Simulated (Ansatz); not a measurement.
## ZrNH2Cl2F2: geometry relaxation

The run: geometry relaxation of ZrNH2Cl2F2, multiplicity 2. Method and program: UHF/def2-SVP (Ansatz 0.2.0).

It belongs to a series of runs on one base structure; here: end point A relaxed. Figures and captions count atoms from 1; the log counts them from 0 in places.

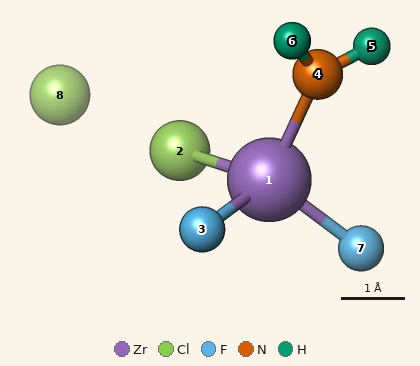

Fig. 1: The input geometry (ball-and-stick view, seen at a tilt; atoms are numbered from 1 in the order of the input). Sticks mark near contacts. Bond lengths as drawn: Cl–Zr 2.49 Å, F–Zr 1.90 Å, H–N 1.01 Å and N–Zr 2.01 Å.

## Key numbers

| quantity | value |
| --- | --- |
| outcome | converged |
| total energy | −33192.1476 eV |
| mean-field energy | −33192.1476 eV |
| ⟨S²⟩ | 0.755 |
| largest force (length of the vector) at the end | 0.025 eV/Å |
| hardware | 4 threads of Arm Neoverse V2, 24 GiB of memory available, shared host |
| wall time | 37 s (CPU time 2.2 min) |
| peak memory | 0.4 GiB |

## Input
```yaml
crystal:
  periodic: [false, false, false]
  atoms:
    - { symbol: Zr, position_ang: [-0.023705, 0.035685, -0.063346] }
    - { symbol: Cl, position_ang: [-0.008855, -0.096267, 2.420351] }
    - { symbol: F, position_ang: [1.76611, 0.152708, -0.69009] }
    - { symbol: "N", position_ang: [-0.967473, 1.676578, -0.725592] }
    - { symbol: H, position_ang: [-1.956602, 1.764108, -0.900641] }
    - { symbol: H, position_ang: [-0.527037, 2.555481, -0.949001] }
    - { symbol: F, position_ang: [-0.961917, -1.466776, -0.753219] }
    - { symbol: Cl, position_ang: [-0.008321, 0.038483, 5.661938] }
magnetization:
  spin_polarized: true
  initial_magnetization: 1
basis:
  gaussian: { orbitals: def2-SVP }
hamiltonian:
  xc: hf
relax:
  f_tol: 0.03
  max_steps: 50
```

Command:
```bash
ansatz run input.yaml --threads 4 --pin off --max-ram 5120MiB --backend cpu --events-out ev --progress --plain --runs-dir out
```

## Log
```
The last accepted step is kept in [file] (removed where the run ends without a failure and the disk answers)
Engine: ansatz 0.2.0, aarch64-unknown-linux-gnu
Functional definition: HF
  exchange = exact_x
  correlation = 0
1237 factors; integrals over basis functions are off by at most 4.2e-4 eV
mean field evaluation 1: about -33185.2260 eV, gradient 3.9e1 eV
mean field evaluation 2: about -33185.2299 eV, gradient 3.9e1 eV
mean field evaluation 4: about -33191.9883 eV, gradient 2.6e0 eV
mean field evaluation 8: about -33192.0761 eV, gradient 1.3e-1 eV
mean field evaluation 16: about -33192.0765 eV, gradient 6.1e-6 eV
mean field evaluation 32: about -33191.9664 eV, gradient 1.4e-1 eV
mean field evaluation 64: about -33191.9660 eV, gradient 3.8e-2 eV
mean field evaluation 96: about -33188.7396 eV, gradient 3.0e1 eV
mean field evaluation 128: about -33192.0764 eV, gradient 3.5e-3 eV
mean field -33192.07645466 eV, -1219.7863113113 hartree, gradient 1.9e-7 eV, S^2 0.755474; 3 other end points of the search recorded, 0 dependent functions left out
the calculation of the forces begins
reference -33192.07645466 eV, -1219.7863113113 hartree; 37, 36 occupied and 82, 83 virtual orbitals, 1237 factors
relax step   1: F+E_penalty+E_count = -33192.07645466 eV  Δ(F+E_penalty+E_count) = +0.000e0 eV  max|allowed force component| = 1.138e0 eV/Å  Δτ_max = 0.0000 Å  (244 SCF iters, accepted)
these checks for a lower state are left out or cut short: starts, cluster_reference, orbital_swaps, neighbouring_geometries, increment
1237 factors; integrals over basis functions are off by at most 4.2e-4 eV
mean field evaluation 160: about -33192.0954 eV, gradient 1.2e-7 eV
mean field -33192.09543705 eV, -1219.7870089011 hartree, gradient 1.4e-7 eV, S^2 0.755463; 0 other end points of the search recorded, 0 dependent functions left out
the calculation of the forces begins
reference -33192.09543705 eV, -1219.7870089011 hartree; 37, 36 occupied and 82, 83 virtual orbitals, 1237 factors
relax step   2: F+E_penalty+E_count = -33192.09543705 eV  Δ(F+E_penalty+E_count) = -1.898e-2 eV  max|allowed force component| = 9.027e-1 eV/Å  Δτ_max = 0.1180 Å  (91 SCF iters, accepted)
these checks for a lower state are left out or cut short: starts, cluster_reference, orbital_swaps, neighbouring_geometries, increment
1237 factors; integrals over basis functions are off by at most 4.2e-4 eV
mean field -33192.12746642 eV, -1219.7881859589 hartree, gradient 7.6e-6 eV, S^2 0.755459; 0 other end points of the search recorded, 0 dependent functions left out
the calculation of the forces begins
reference -33192.12746642 eV, -1219.7881859589 hartree; 37, 36 occupied and 82, 83 virtual orbitals, 1237 factors
relax step   3: F+E_penalty+E_count = -33192.12746642 eV  Δ(F+E_penalty+E_count) = -3.203e-2 eV  max|allowed force component| = 1.196e-1 eV/Å  Δτ_max = 0.0466 Å  (51 SCF iters, accepted)
these checks for a lower state are left out or cut short: starts, cluster_reference, orbital_swaps, neighbouring_geometries, increment
1237 factors; integrals over basis functions are off by at most 4.2e-4 eV
mean field -33192.13175128 eV, -1219.7883434247 hartree, gradient 7.7e-6 eV, S^2 0.755450; 0 other end points of the search recorded, 0 dependent functions left out
the calculation of the forces begins
reference -33192.13175128 eV, -1219.7883434247 hartree; 37, 36 occupied and 82, 83 virtual orbitals, 1237 factors
relax step   4: F+E_penalty+E_count = -33192.13175128 eV  Δ(F+E_penalty+E_count) = -4.285e-3 eV  max|allowed force component| = 1.249e-1 eV/Å  Δτ_max = 0.0373 Å  (51 SCF iters, accepted)
these checks for a lower state are left out or cut short: starts, cluster_reference, orbital_swaps, neighbouring_geometries, increment
1237 factors; integrals over basis functions are off by at most 4.2e-4 eV
mean field evaluation 192: about -33192.1378 eV, gradient 8.3e-8 eV
mean field -33192.13782012 eV, -1219.7885664504 hartree, gradient 9.2e-8 eV, S^2 0.755434; 0 other end points of the search recorded, 0 dependent functions left out
the calculation of the forces begins
reference -33192.13782012 eV, -1219.7885664504 hartree; 37, 36 occupied and 82, 83 virtual orbitals, 1237 factors
relax step   5: F+E_penalty+E_count = -33192.13782012 eV  Δ(F+E_penalty+E_count) = -6.069e-3 eV  max|allowed force component| = 9.306e-2 eV/Å  Δτ_max = 0.0579 Å  (86 SCF iters, accepted)
these checks for a lower state are left out or cut short: starts, cluster_reference, orbital_swaps, neighbouring_geometries, increment
1237 factors; integrals over basis functions are off by at most 4.2e-4 eV
mean field -33192.14538425 eV, -1219.7888444270 hartree, gradient 1.8e-7 eV, S^2 0.755415; 0 other end points of the search recorded, 0 dependent functions left out
the calculation of the forces begins
reference -33192.14538425 eV, -1219.7888444270 hartree; 37, 36 occupied and 82, 83 virtual orbitals, 1237 factors
relax step   6: F+E_penalty+E_count = -33192.14538425 eV  Δ(F+E_penalty+E_count) = -7.564e-3 eV  max|allowed force component| = 5.474e-2 eV/Å  Δτ_max = 0.1445 Å  (89 SCF iters, accepted)
these checks for a lower state are left out or cut short: starts, cluster_reference, orbital_swaps, neighbouring_geometries, increment
1237 factors; integrals over basis functions are off by at most 4.2e-4 eV
mean field -33192.14705584 eV, -1219.7889058566 hartree, gradient 6.0e-8 eV, S^2 0.755412; 0 other end points of the search recorded, 0 dependent functions left out
the calculation of the forces begins
reference -33192.14705584 eV, -1219.7889058566 hartree; 37, 36 occupied and 82, 83 virtual orbitals, 1237 factors
relax step   7: F+E_penalty+E_count = -33192.14705584 eV  Δ(F+E_penalty+E_count) = -1.672e-3 eV  max|allowed force component| = 1.286e-2 eV/Å  Δτ_max = 0.0481 Å  (90 SCF iters, accepted)
these checks for a lower state are left out or cut short: starts, cluster_reference, orbital_swaps, neighbouring_geometries, increment
1237 factors; integrals over basis functions are off by at most 4.2e-4 eV
mean field evaluation 224: about -33192.1476 eV, gradient 2.6e-5 eV
mean field -33192.14761245 eV, -1219.7889263118 hartree, gradient 7.3e-8 eV, S^2 0.755409; 0 other end points of the search recorded, 0 dependent functions left out
the calculation of the forces begins
reference -33192.14761245 eV, -1219.7889263118 hartree; 37, 36 occupied and 82, 83 virtual orbitals, 1237 factors
relax step   8: F+E_penalty+E_count = -33192.14761245 eV  Δ(F+E_penalty+E_count) = -5.566e-4 eV  max|allowed force component| = 2.320e-2 eV/Å  Δτ_max = 0.0585 Å  (90 SCF iters, accepted)
1237 factors; integrals over basis functions are off by at most 4.2e-4 eV
mean field evaluation 256: about -33192.1299 eV, gradient 4.0e-2 eV
mean field evaluation 288: about -33192.1294 eV, gradient 4.0e-2 eV
mean field evaluation 320: about -33192.0038 eV, gradient 3.2e0 eV
mean field evaluation 352: about -33192.1474 eV, gradient 1.5e-1 eV
```

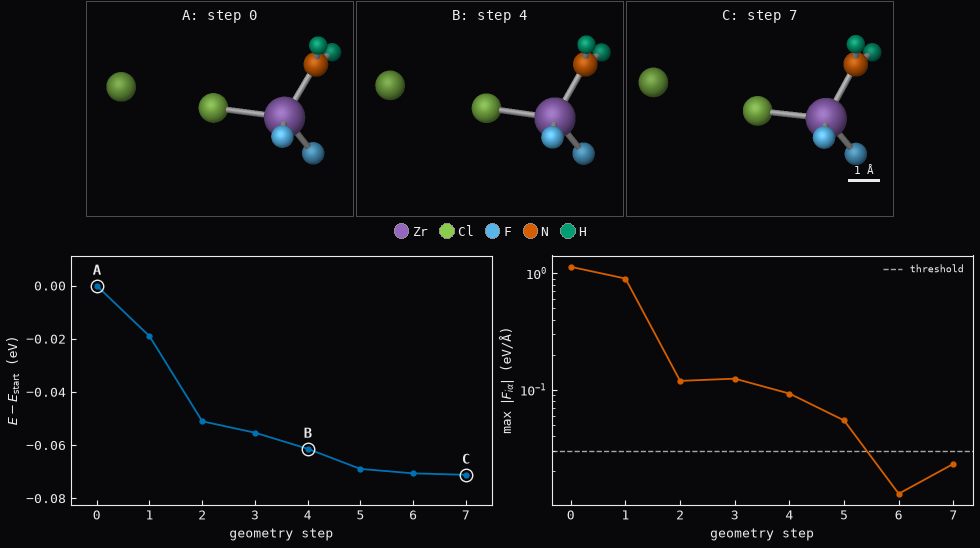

Fig. 2: Frames of the relaxation (ball-and-stick view, seen at a tilt) above the curves, on which the letters mark them (the first geometry is step 0 here and step 1 in the log).

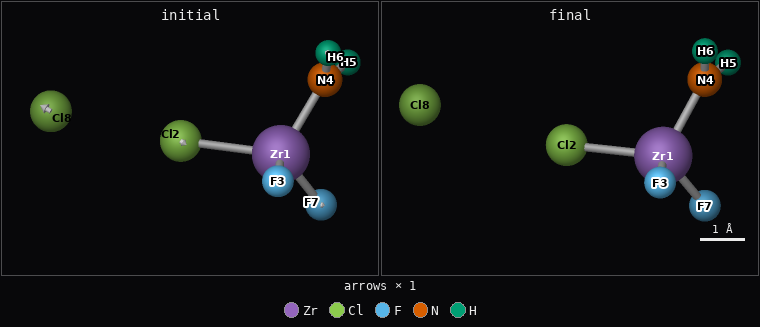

Fig. 3: Before (left) and after (right) the relaxation, at one scale (ball-and-stick view, seen at a tilt). The white arrows give the displacements, at true length. Over 7 geometry steps the energy falls by 0.071 eV. The largest force component goes from 1.1 to 0.023 eV/Å. The largest move after the best rigid fit is that of Cl8, 0.30 Å. By element the largest moves are Cl 0.30 Å, H 0.10 Å, F 0.09 Å, Zr 0.07 Å, N 0.01 Å. Among the contacts that change: Zr1–Cl2 2.487 → 2.399 Å, Zr1–N4 2.005 → 2.012 Å, Zr1–F3 1.900 → 1.904 Å. (Atoms are counted from 1 in the order of the input.)

```
mean field -33192.14761245 eV, -1219.7889263118 hartree, gradient 7.3e-8 eV, S^2 0.755409; 4 other end points of the search recorded, 0 dependent functions left out
the calculation of the forces begins
reference -33192.14761245 eV, -1219.7889263118 hartree; 37, 36 occupied and 82, 83 virtual orbitals, 1237 factors
Total energy: -33192.14761245 eV, -1219.7889263118 hartree
Atom 0 at    -0.013973     0.008620    -0.127470 Å, force    -0.013015     0.015688    -0.000793 eV/Å
Atom 1 at     0.005037    -0.166389     2.265458 Å, force     0.001229    -0.004343    -0.002749 eV/Å
Atom 2 at     1.780515     0.136587    -0.751044 Å, force     0.011333     0.001052    -0.002340 eV/Å
Atom 3 at    -0.968942     1.677234    -0.719817 Å, force    -0.014326     0.019061     0.006996 eV/Å
Atom 4 at    -1.954697     1.763116    -0.907812 Å, force     0.004453    -0.023204     0.001236 eV/Å
Atom 5 at    -0.543391     2.579463    -0.858268 Å, force     0.016679    -0.003409    -0.001790 eV/Å
Atom 6 at    -0.966783    -1.474964    -0.846505 Å, force    -0.005890    -0.006594    -0.002651 eV/Å
Atom 7 at    -0.025565     0.136332     5.945859 Å, force    -0.000463     0.001749     0.002091 eV/Å
Dipole moment:    -0.284412     0.505278    -0.350466 e Å
```

## Trajectory as extended XYZ (Å, eV, eV/Å), 8 frames, from step=1 to step=8
```
8
Properties=species:S:1:pos:R:3:forces:R:3 step=1 energy=-33192.07646
Zr   -0.0237    0.0357   -0.0633    0.0439  -0.0899   1.0035
Cl   -0.0089   -0.0963    2.4204   -0.0196   0.0585  -1.1377
F     1.7661    0.1527   -0.6901    0.0123   0.0022  -0.0071
N    -0.9675    1.6766   -0.7256   -0.0589   0.0774  -0.0257
H    -1.9566    1.7641   -0.9006    0.0517  -0.0128   0.0140
H    -0.5270    2.5555   -0.9490   -0.0142  -0.0330   0.0216
F    -0.9619   -1.4668   -0.7532   -0.0146  -0.0103   0.0007
Cl   -0.0083    0.0385    5.6619   -0.0007   0.0079   0.1308
8
Properties=species:S:1:pos:R:3:forces:R:3 step=2 energy=-33192.09544
Zr   -0.0165    0.0257   -0.0339   -0.0121   0.0300  -0.9027
Cl   -0.0211   -0.0763    2.3047    0.0047  -0.0538   0.8514
F     1.7722    0.1424   -0.6653    0.1801   0.0041  -0.0231
N    -0.9632    1.6692   -0.6910   -0.0903   0.1768  -0.0404
H    -1.9511    1.7540   -0.8696    0.0234   0.0008   0.0036
H    -0.5272    2.5556   -0.8909   -0.0217  -0.0287   0.0073
F    -0.9605   -1.4753   -0.7206   -0.0834  -0.1371  -0.0293
Cl   -0.0203    0.0647    5.5669   -0.0006   0.0080   0.1332
8
Properties=species:S:1:pos:R:3:forces:R:3 step=3 energy=-33192.12747
Zr   -0.0157    0.0242   -0.0586   -0.0222   0.0292  -0.0868
Cl   -0.0177   -0.0818    2.3352    0.0034  -0.0129  -0.0486
F     1.7820    0.1371   -0.6758   -0.0006  -0.0007   0.0016
N    -0.9670    1.6755   -0.7057    0.0137  -0.0123   0.0131
H    -1.9556    1.7617   -0.8781    0.0078  -0.0076  -0.0015
H    -0.5333    2.5647   -0.8954   -0.0037  -0.0111   0.0012
F    -0.9622   -1.4842   -0.7345    0.0021   0.0079   0.0013
Cl   -0.0181    0.0629    5.6134   -0.0006   0.0075   0.1196
8
Properties=species:S:1:pos:R:3:forces:R:3 step=4 energy=-33192.13175
Zr   -0.0171    0.0257   -0.0647   -0.0014  -0.0043   0.0304
Cl   -0.0148   -0.0862    2.3354    0.0015  -0.0056  -0.1249
F     1.7811    0.1380   -0.6810   -0.0075   0.0002  -0.0014
N    -0.9679    1.6771   -0.7076    0.0042  -0.0063  -0.0139
H    -1.9545    1.7588   -0.8923    0.0023  -0.0027   0.0051
H    -0.5346    2.5662   -0.8979   -0.0018   0.0010   0.0062
F    -0.9651   -1.4810   -0.7420    0.0033   0.0113  -0.0020
Cl   -0.0150    0.0613    5.6505   -0.0006   0.0066   0.1006
8
Properties=species:S:1:pos:R:3:forces:R:3 step=5 energy=-33192.13782
Zr   -0.0125    0.0188   -0.0829   -0.0124   0.0260   0.0534
Cl   -0.0180   -0.0897    2.3168    0.0115  -0.0213  -0.0931
F     1.7856    0.1347   -0.6996   -0.0033  -0.0037  -0.0026
N    -0.9655    1.6756   -0.7062    0.0196  -0.0414  -0.0124
H    -1.9538    1.7521   -0.8830   -0.0013   0.0225  -0.0065
H    -0.5362    2.5692   -0.8823   -0.0161   0.0148  -0.0038
F    -0.9678   -1.4798   -0.7677    0.0025  -0.0024  -0.0050
Cl   -0.0197    0.0791    5.7054   -0.0005   0.0054   0.0699
8
Properties=species:S:1:pos:R:3:forces:R:3 step=6 energy=-33192.14538
Zr   -0.0153    0.0209   -0.1034    0.0364  -0.0533   0.0069
Cl   -0.0059   -0.1246    2.2941   -0.0029   0.0061  -0.0505
F     1.7839    0.1354   -0.7198   -0.0232  -0.0017   0.0061
N    -0.9646    1.6775   -0.7309    0.0058  -0.0030   0.0547
H    -1.9531    1.7473   -0.9096   -0.0008   0.0343  -0.0254
H    -0.5437    2.5806   -0.8779   -0.0269  -0.0012  -0.0199
F    -0.9746   -1.4698   -0.8012    0.0122   0.0157   0.0050
Cl   -0.0146    0.0929    5.8492   -0.0005   0.0031   0.0231
8
Properties=species:S:1:pos:R:3:forces:R:3 step=7 energy=-33192.14706
Zr   -0.0149    0.0151   -0.1121   -0.0044   0.0051  -0.0042
Cl   -0.0010   -0.1438    2.2823    0.0009  -0.0031  -0.0129
F     1.7811    0.1378   -0.7336    0.0009  -0.0021   0.0004
N    -0.9679    1.6784   -0.7208    0.0043  -0.0080   0.0049
H    -1.9532    1.7552   -0.9134   -0.0037   0.0022  -0.0007
H    -0.5425    2.5781   -0.8744    0.0004   0.0047  -0.0002
F    -0.9710   -1.4715   -0.8214    0.0021  -0.0013   0.0002
Cl   -0.0185    0.1106    5.8938   -0.0005   0.0025   0.0124
8
Properties=species:S:1:pos:R:3:forces:R:3 step=8 energy=-33192.14761
Zr   -0.0140    0.0086   -0.1275   -0.0130   0.0157  -0.0008
Cl    0.0050   -0.1664    2.2655    0.0012  -0.0043  -0.0027
F     1.7805    0.1366   -0.7510    0.0113   0.0011  -0.0023
N    -0.9689    1.6772   -0.7198   -0.0143   0.0191   0.0070
H    -1.9547    1.7631   -0.9078    0.0045  -0.0232   0.0012
H    -0.5434    2.5795   -0.8583    0.0167  -0.0034  -0.0018
F    -0.9668   -1.4750   -0.8465   -0.0059  -0.0066  -0.0027
Cl   -0.0256    0.1363    5.9459   -0.0005   0.0017   0.0021
```
